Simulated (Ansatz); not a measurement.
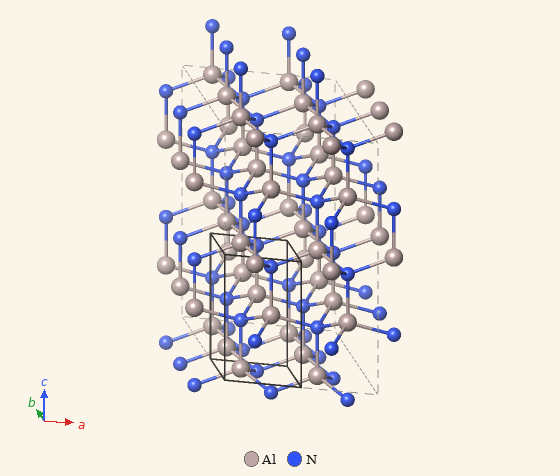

The compound is AlN (space group P6_3mc, No. 186), taken as a calculation's input that goes back to an entry of the Crystallography Open Database (an earlier step may have relaxed or displaced it).

Bonds are taken as Al–N below 2.2 Å. The graph is simplified in the usual way: terminal and isolated atoms are pruned, two-connected atoms become edges.

### What kind of net remains, and which atoms are its nodes?

A uninodal 4-connected, three-periodic net: Al and N are 4-connected nodes.

### Does the net have a name?

It is the lon net, known from lonsdaleite, wurtzite and tridymite.

### Is the net interpenetrated?

It is a single net, without interpenetration.

### Give the first six terms of the coordination sequence (nodes one, two, three … edges away).

Al and N: 4, 12, 25, 44, 67, 96.
